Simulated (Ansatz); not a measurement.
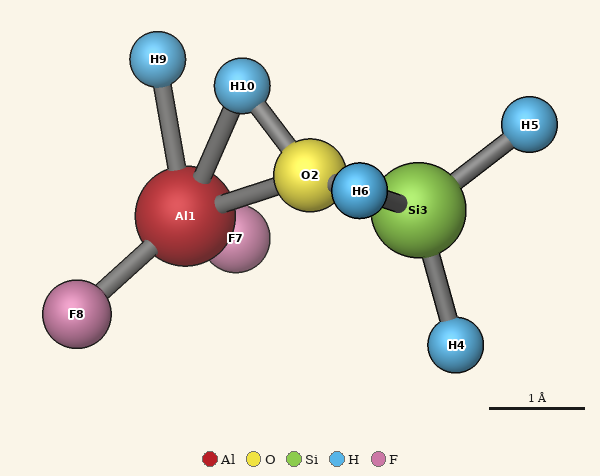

The structure (ball-and-stick view, seen at a tilt; atoms are numbered from 1 in the order of the input). Sticks mark near contacts. Bond lengths as drawn: Al–F 1.66 Å, Al–H 1.72 to 1.80 Å, Al–O 1.83 Å, H–O 1.20 Å, H–Si 1.49 Å and O–Si 1.70 Å.

## Run report: AlSiH5OF2, frequency calculation

AlSiH5OF2, computed with RKS r2SCAN-D4/def2-SVP (Ansatz 0.2.0).

It belongs to a series of runs on one base structure; here: vibrations at the highest image of the band. Figures and captions count atoms from 1; the log counts them from 0 in places.

The program's output:
```
Engine: ansatz 0.2.0, aarch64-unknown-linux-gnu
Functional definition: r2SCAN
  parameter k0 = 0.174
  parameter k1 = 0.065
  parameter a1 = 4.9479
  exchange = r2scan_x(k0 = k0, k1 = k1, a1 = a1)
  correlation = r2scan_c
1118 factors; their error is unknown
mean field evaluation 1: about -22019.5905 eV, gradient 6.6e1 eV
mean field evaluation 2: about -22000.6285 eV, gradient 1.2e2 eV
mean field evaluation 4: about -22026.4424 eV, gradient 7.4e0 eV
mean field evaluation 8: about -22026.5419 eV, gradient 3.6e-2 eV
mean field evaluation 16: about -22026.4684 eV, gradient 3.4e-5 eV
mean field -22026.46837776 eV, -809.4577828062 hartree, gradient 3.4e-5 eV, S^2 0.000000; 0 other end points of the search recorded, 0 dependent functions left out
the calculation of the forces begins
reference -22026.46839158 eV, -809.4577833139 hartree; 29, 29 occupied and 74, 74 virtual orbitals, 1118 factors
these checks for a lower state are left out or cut short: stability, starts, cluster_reference, orbital_swaps, neighbouring_geometries, increment
1118 factors; their error is unknown
mean field -22026.46826119 eV, -809.4577785222 hartree, gradient 2.8e-6 eV, S^2 0.000000; 0 other end points of the search recorded, 0 dependent functions left out
[... from here on the field's lines of each further geometry are left out, up to the last ...]
the calculation of the forces begins
reference -22026.46838016 eV, -809.4577828944 hartree; 29, 29 occupied and 74, 74 virtual orbitals, 1118 factors
these checks for a lower state are left out or cut short: stability, starts, cluster_reference, orbital_swaps, neighbouring_geometries, increment
1118 factors; their error is unknown
mean field -22026.46835356 eV, -809.4577819169 hartree, gradient 2.6e-6 eV, S^2 0.000000; 0 other end points of the search recorded, 0 dependent functions left out
the calculation of the forces begins
reference -22026.46836738 eV, -809.4577824246 hartree; 29, 29 occupied and 74, 74 virtual orbitals, 1118 factors
WARN: phonons: modes at or below zero, which the zero-point energy, F, S and C_V leave out: 1, the lowest at -1064.00 cm⁻¹. A minimum has none, and a first-order saddle one
Total energy: -22026.51419592 eV, -809.4594665924 hartree
Atom 0 at    -0.064759     0.395190    -0.012715 Å, force     0.005270     0.002659    -0.005298 eV/Å
Atom 1 at    -0.453801     0.174046     1.760580 Å, force    -0.012928     0.003095    -0.000817 eV/Å
Atom 2 at    -1.321067    -0.499368     3.052794 Å, force     0.005651     0.000289     0.002206 eV/Å
Atom 3 at    -1.837726    -1.815571     2.594816 Å, force     0.000151    -0.000864     0.000224 eV/Å
Atom 4 at    -0.399198    -0.661413     4.208259 Å, force     0.001137     0.000233     0.000136 eV/Å
Atom 5 at    -2.439652     0.413403     3.413021 Å, force    -0.000624    -0.000219     0.000480 eV/Å
Atom 6 at     1.187996    -0.541054    -0.564900 Å, force     0.001399    -0.002023     0.001049 eV/Å
Atom 7 at    -1.410907     0.568701    -0.967442 Å, force     0.000020     0.001484     0.000579 eV/Å
Atom 8 at     0.448687     1.861232     0.724294 Å, force     0.000298    -0.000829    -0.000850 eV/Å
Atom 9 at     0.035427     1.252836     1.563093 Å, force    -0.000373    -0.003825     0.002291 eV/Å
Dipole moment:    -0.159227     0.075834     0.751212 e Å
Vibrations: -1064.00 25.75 45.06 110.83 206.98 231.65 341.80 436.70 539.93 719.53 729.70 782.65 890.81 938.20 949.50 954.36 1002.58 1152.59 1197.70 1702.58 1979.78 2254.13 2262.45 2270.19 cm⁻¹, zero-point energy 1.346805 eV
```

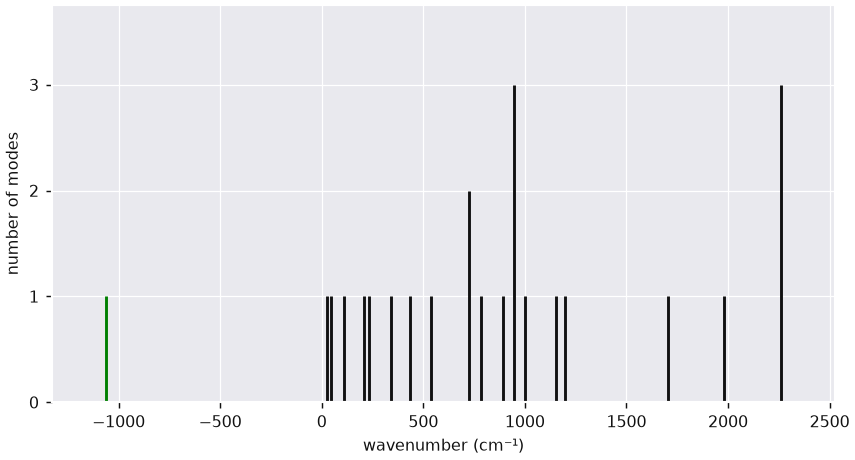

Harmonic vibrational wavenumbers from the force constants; neighbouring modes closer than 15 cm⁻¹ are counted in one stick, and imaginary ones are drawn at negative wavenumbers. 24 modes from 1064i to 2270 cm⁻¹, 1 imaginary beyond 8i (1064i cm⁻¹): a first-order saddle point, if the geometry is stationary.

This output came from the following input.

Input file:
```yaml
crystal:
  periodic: [false, false, false]
  atoms:
    - { symbol: Al, position_ang: [-0.064759, 0.39519, -0.012715] }
    - { symbol: O, position_ang: [-0.453801, 0.174046, 1.76058] }
    - { symbol: Si, position_ang: [-1.321067, -0.499368, 3.052794] }
    - { symbol: H, position_ang: [-1.837726, -1.815571, 2.594816] }
    - { symbol: H, position_ang: [-0.399198, -0.661413, 4.208259] }
    - { symbol: H, position_ang: [-2.439652, 0.413403, 3.413021] }
    - { symbol: F, position_ang: [1.187996, -0.541054, -0.5649] }
    - { symbol: F, position_ang: [-1.410907, 0.568701, -0.967442] }
    - { symbol: H, position_ang: [0.448687, 1.861232, 0.724294] }
    - { symbol: H, position_ang: [0.035427, 1.252836, 1.563093] }
basis:
  gaussian: { orbitals: def2-SVP }
hamiltonian:
  xc: r2scan
  dispersion: d4
phonons: {}
```

Launched with:
```bash
ansatz run input.yaml --threads 4 --pin off --max-ram 5120MiB --backend cpu --events-out ev --progress --plain --runs-dir out
```

Results in brief:

- outcome: converged
- total energy: −22026.5142 eV
- mean-field energy: −22026.4684 eV
- largest force (length of the vector): 0.013 eV/Å
- hardware: 4 threads of Arm Neoverse V2, 24 GiB of memory available, shared host
- wall time: 60 s (CPU time 3.8 min)
- peak memory: 0.17 GiB
